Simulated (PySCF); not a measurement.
SMILES O(/C=C\C=C)C (C5H8O) at its GFN2-xTB optimised geometry (Å):

```
14

C      1.4703    -2.2297     0.0018
C      0.7296    -1.1256     0.0000
C     -0.7126    -1.1256     0.0000
C     -1.4620    -0.0177     0.0000
O     -0.9296     1.2321    -0.0034
C     -1.8536     2.2910     0.0170
H      1.0212    -3.2097     0.0024
H      2.5459    -2.1950     0.0024
H      1.1949    -0.1498    -0.0010
H     -1.2143    -2.0815     0.0001
H     -2.5459    -0.0731     0.0005
H     -1.2698     3.2097    -0.0051
H     -2.4631     2.2717     0.9272
H     -2.5152     2.2616    -0.8559
```

Method: PySCF with PBE/def2-TZVP. Cells within 0.4 Å of a nucleus heavier than hydrogen are left out (blank, or x).

Map of the log10 of the electron density (e/bohr³), floored at −4 on the plane z = 0.0 Å:

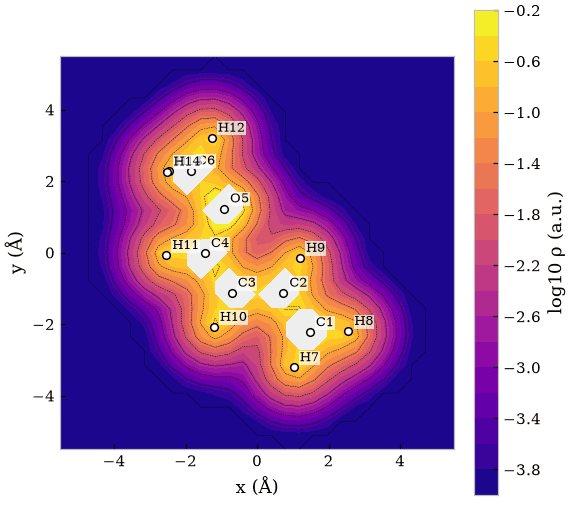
*Log10 of the electron density (e/bohr³), floored at −4 on the plane z = 0.0 Å.*
